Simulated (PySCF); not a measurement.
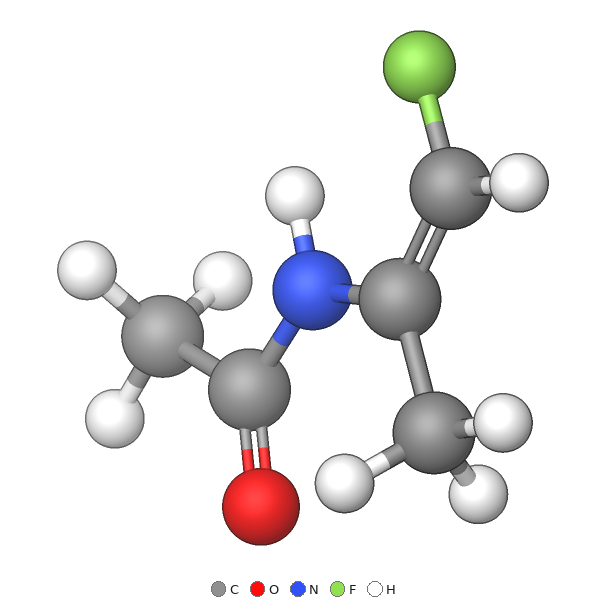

The computed structure is the end point of a GFN2-xTB optimisation. No frequency run is at hand to confirm it as a minimum.

Give the structural formula.

SMILES: CC(=O)N/C(C)=C\F

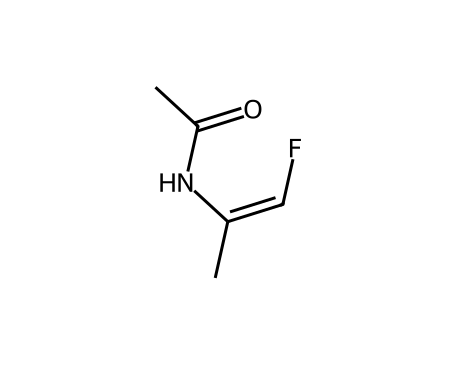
